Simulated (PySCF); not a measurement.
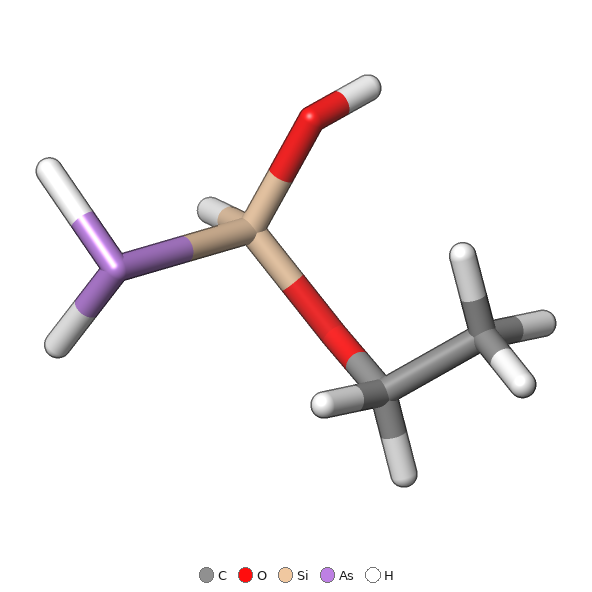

Computed geometry: PBE0-D3(BJ)/def2-SVP optimisation. No frequency run is at hand to confirm it as a minimum.

Draw it as a skeletal formula.

SMILES: CCO[Si@H](O)[AsH2]

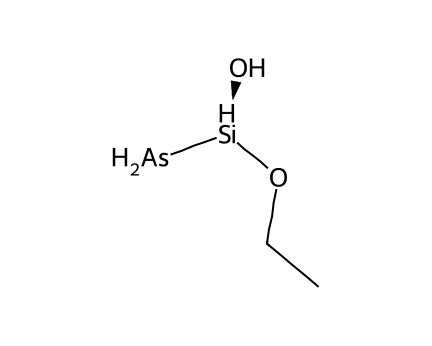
